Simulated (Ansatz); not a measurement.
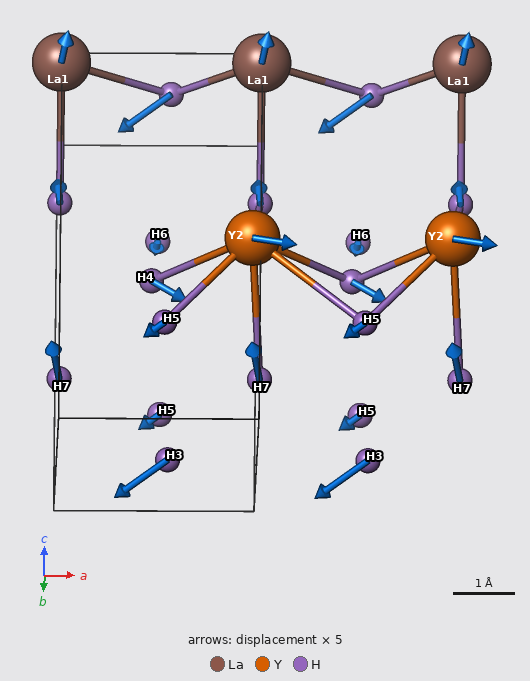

This is a relaxation of solid LaYH₆ (built on the AlSiNi6-123 type type). The starting structure is drawn; blue arrows show the displacements (the part carried along by the change of the cell is left out), magnified 5 times.

A ball-and-stick model of the cell of the calculation, repeated 2 × 1 × 1 with one cell outlined, seen from a free direction.

Case: shaken.

All numbers below come from DFT, PBEsol, plane waves, PAW in Ansatz 0.2.0. (plane-wave cutoff 420 eV; k-point mesh 6 × 6 × 4; occupations fermi dirac; smearing width 0.05 eV; no spin polarisation; cell and atoms relaxed; force threshold 0.01 eV/Å; at most 120 steps)

Describe the change and its energy.

The energy falls by 51.7 meV per atom in 5 accepted moves (6 points after the start). Largest force component: 1.2 eV/Å at the start, 0.00011 eV/Å at the end. Pressure: 3.65 GPa at the start and 0.01 GPa at the end. At 1 point the geometry stayed and the basis and grid were re-selected for the new cell (energy shift of 0.2 meV per atom at most each time). An H atom moves most relative to the cell: 0.23 Å roughly along [−3 2 −1]. Largest moves by element: H 0.23 Å, Y 0.15 Å, La 0.12 Å. The drawn cell changes as follows: a 3.322 → 3.375 Å (+1.6 %), b 3.375 → 3.376 Å (0.0 %), c 6.743 → 6.789 Å (+0.7 %), α 90.9° → 90.0°, β 89.5° → 90.0°, γ 90.8° → 90.0°; the volume changes by +2.4 %. Some distances before and after: H–La 2.694 → 2.387 Å, H–La 2.084 → 2.387 Å, H–Y 2.523 → 2.332 Å, H–Y 2.163 → 2.331 Å. Bond angles that change, for instance: La–H–La 163.6° → 180.0°, La–H–La 81.1° → 90.0°, La–H–Y 168.9° → 177.0°. The space group (tolerance 0.01 Å) goes from P1 (No. 1) to P4/mmm (No. 123).
